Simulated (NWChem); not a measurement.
**One shape, several levels: C2HF (SMILES C#CF)**

Aim: a comparison of 3 runs (B2PLYP/cc-pVTZ, CAM-B3LYP/cc-pVTZ, wB97X/cc-pVTZ) of C2HF. 

Program for the calculation: NWChem 7.3.0.

### Step 1. Starting point

The species is C2HF (4 atoms), meant as a singlet with charge 0. SMILES: `C#CF`. The C1–H4 distance was set to 2.338 Å, away from the relaxed value. At this shape a bond of the SMILES string is far longer than usual.

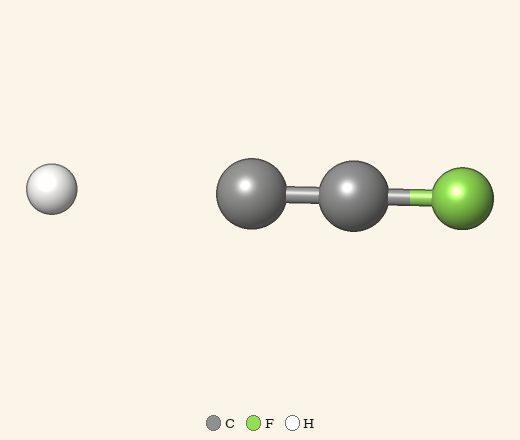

The structure, seen from a chosen angle (carbon grey, fluorine green, hydrogen white).

### Step 2. A single-point energy at B2PLYP/cc-pVTZ (run 1)

struct.xyz reads:

```xyz
4

C      0.349136    -0.439254     0.280589
C      1.013436    -1.273204     0.814619
F      1.720766    -2.161374     1.383109
H     -0.952830     1.196740    -0.765890
```

struct.nw reads:

```
start struct
memory stack 880 mb heap 220 mb global 1100 mb
geometry units angstroms noautosym nocenter noautoz
  load format xyz struct.xyz
end
basis "ao basis" spherical bse
  * library cc-pVTZ
end
dft
  xc hfexch 0.53 becke88 0.47 lyp 0.73 mp2 0.27
  dftmp2 semidirect
  mult 1
  grid fine
  convergence energy 1e-08
  maxiter 100
  mulliken
  print medium
end
mp2
  freeze core 3
end
task dft energy
```

Run with:

```console
nwchem struct.nw > struct.out
```

The program printed:

```text
[...]
          Wavefunction type:  closed shell.
          No. of atoms     :     4
          No. of electrons :    22
[...]
          Charge           :     0
          Spin multiplicity:     1
[...]
          AO basis - number of functions:   104
[...]
              XC Information
              --------------
                     Hartree-Fock (Exact) Exchange  0.530
                    Becke 1988 Exchange Functional  0.470
              Lee-Yang-Parr Correlation Functional  0.730
[...]
 d= 0,ls=0.0,diis     1   -175.9679213425 -2.29D+02  9.00D-03  5.13D-01     1.3
[...]
 d= 0,ls=0.0,diis    10   -176.0805125913 -2.02D-09  3.67D-07  2.81D-09    11.1
         Total DFT energy =     -176.080512591327
      One electron energy =     -347.097312094386
           Coulomb energy =      138.768996943968
    Exchange-Corr. energy =      -21.087208679269
 Nuclear repulsion energy =       53.335011238360
[...]
      Total Density - Mulliken Population Analysis
     ---------------------------------------------
    Atom       Charge   Shell Charges
 -----------   ------   -------------------------------------------------------
    1 C    6     6.24   1.96  0.17  0.73  0.32  0.80  1.37  0.83  0.02  0.03  0.01
    2 C    6     5.89   1.96  0.18  0.71  0.24  0.85  1.34  0.46  0.04  0.08  0.02
    3 F    9     9.09   1.94  0.27  1.06  0.59  1.57  2.42  1.22  0.00  0.02  0.00
    4 H    1     0.78   0.12  0.33  0.33  0.00  0.01  0.00
[...]
  Basis functions       =    104
[...]
```

Run time: 14 s. Hardware: 1 thread of Intel Xeon 6975P-C (Granite Rapids), shared host; peak memory 0.26 GiB.

### Step 3. The energy at CAM-B3LYP/cc-pVTZ (run 2)

c2hf.nw reads:

```
START c2hf
TITLE "C2HF"
memory 2200 mb

GEOMETRY noautosym nocenter noautoz
  C     0.349136   -0.439254    0.280589
  C     1.013436   -1.273204    0.814619
  F     1.720766   -2.161374    1.383109
  H    -0.952830    1.196740   -0.765890
END

BASIS spherical bse
  * library cc-pVTZ
END

DFT
  xc xcamb88 1.00 lyp 0.81 vwn_5 0.19 hfexch 1.00
  cam 0.33 cam_alpha 0.19 cam_beta 0.46
  grid fine
  convergence energy 1e-08
  direct
  maxiter 100
  mulliken
END

TASK dft energy
```

Run with:

```console
nwchem c2hf.nw > c2hf.out
```

The program printed:

```text
[...]
          Wavefunction type:  closed shell.
          No. of atoms     :     4
          No. of electrons :    22
[...]
          Charge           :     0
          Spin multiplicity:     1
[...]
          AO basis - number of functions:   104
[...]
              XC Information
              --------------
                     Hartree-Fock (Exact) Exchange  1.000
                   CAM-Becke88 Exchange Functional  1.000
                      VWN V Correlation Functional  0.190 local
              Lee-Yang-Parr Correlation Functional  0.810
[...]
 d= 0,ls=0.0,diis     1   -176.1956778453 -2.30D+02  9.42D-03  7.31D-01     3.9
[...]
 d= 0,ls=0.0,diis    10   -176.3222097158 -4.05D-09  9.33D-07  1.22D-08    38.9
         Total DFT energy =     -176.322209715762
      One electron energy =     -347.162017564613
           Coulomb energy =      138.824809618983
    Exchange-Corr. energy =      -21.320013008491
 Nuclear repulsion energy =       53.335011238360
[...]
      Total Density - Mulliken Population Analysis
     ---------------------------------------------
    Atom       Charge   Shell Charges
 -----------   ------   -------------------------------------------------------
    1 C    6     6.23   1.96  0.19  0.72  0.31  0.83  1.35  0.82  0.01  0.03  0.01
    2 C    6     5.92   1.96  0.20  0.70  0.25  0.89  1.31  0.48  0.04  0.07  0.02
    3 F    9     9.07   1.94  0.28  1.05  0.59  1.59  2.37  1.23  0.00  0.02  0.00
    4 H    1     0.79   0.12  0.33  0.33  0.00  0.01  0.00
[...]
```

It took 40 s on 1 thread of Intel Xeon 6975P-C (Granite Rapids), shared host; peak memory 0.11 GiB.

### Step 4. The energy at wB97X/cc-pVTZ (run 3)

c2hf.xyz reads:

```xyz
4
C2HF wB97X
C      0.349136    -0.439254     0.280589
C      1.013436    -1.273204     0.814619
F      1.720766    -2.161374     1.383109
H     -0.952830     1.196740    -0.765890
```

c2hf.nw reads:

```
start c2hf
title "C2HF wB97X"
memory total 2200 mb

geometry units angstrom noautosym nocenter noautoz
load c2hf.xyz
end

basis spherical bse
* library cc-pVTZ
end

dft
xc wb97x
mult 1
grid fine
convergence energy 1e-08
iterations 100
mulliken
end

task dft
```

Run with:

```console
nwchem c2hf.nw > c2hf.out
```

The program printed:

```text
[...]
          Wavefunction type:  closed shell.
          No. of atoms     :     4
          No. of electrons :    22
[...]
          Charge           :     0
          Spin multiplicity:     1
[...]
          AO basis - number of functions:   104
[...]
              XC Information
              --------------
                       wb97x  Method XC Functional
                     Hartree-Fock (Exact) Exchange  1.000
                         wb97x Exchange Functional  1.000
                      wb97x Correlation Functional  1.000
[...]
 d= 0,ls=0.0,diis     1   -176.2148848713 -2.30D+02  8.51D-03  6.11D-01     4.0
[...]
 d= 0,ls=0.0,diis    10   -176.3350297998 -6.87D-09  1.16D-06  1.17D-08    40.5
         Total DFT energy =     -176.335029799797
      One electron energy =     -347.130665472355
           Coulomb energy =      138.798367132526
    Exchange-Corr. energy =      -21.337742698329
 Nuclear repulsion energy =       53.335011238360
[...]
      Total Density - Mulliken Population Analysis
     ---------------------------------------------
    Atom       Charge   Shell Charges
 -----------   ------   -------------------------------------------------------
    1 C    6     6.22   1.97  0.18  0.72  0.23  0.82  1.37  0.89  0.01  0.03  0.01
    2 C    6     5.95   1.97  0.19  0.70  0.28  0.87  1.34  0.48  0.04  0.08  0.02
    3 F    9     9.06   1.94  0.28  1.05  0.59  1.58  2.39  1.21  0.00  0.02  0.00
    4 H    1     0.77   0.12  0.33  0.31  0.00  0.00  0.00
[...]
```

Run time: 41 s. Hardware: 1 thread of Intel Xeon 6975P-C (Granite Rapids), shared host; peak memory 0.11 GiB.

### Step 5. The series

```
run              level  frozen core orbitals  energy (Eh)  dipole moment (D)  HOMO energy (eV)  LUMO energy (eV)  wall time
  1     B2PLYP/cc-pVTZ                     3  -176.277982               2.13             -9.17             -4.24       14 s
  2  CAM-B3LYP/cc-pVTZ                     –  -176.322210               1.99             -9.44             -4.26       40 s
  3      wB97X/cc-pVTZ                     –  -176.335030               1.93            -10.50             -3.22       41 s
```

### Step 6. Outcome

| quantity | value |
| --- | --- |
| run 3: total energy | -176.33503 Eh |
| run 3: dipole moment | 1.93 D |
| run 3: HOMO energy | -10.50 eV |
| run 3: LUMO energy | -3.22 eV |
| run 3: HOMO–LUMO gap | 7.28 eV |

**Reading.** The dipole moment (its size) runs from 1.93 D (wB97X/cc-pVTZ) to 2.13 D (B2PLYP/cc-pVTZ). A double hybrid's value is that of its SCF part. The HOMO–LUMO gap runs from 4.94 eV (B2PLYP/cc-pVTZ) to 7.28 eV (wB97X/cc-pVTZ). Totals of different functionals can't be ranked against each other. In runs 1, 2, 3 a closed-shell determinant meets a far-stretched bond, which it describes badly. All runs together took 95 s, the longest 41 s.
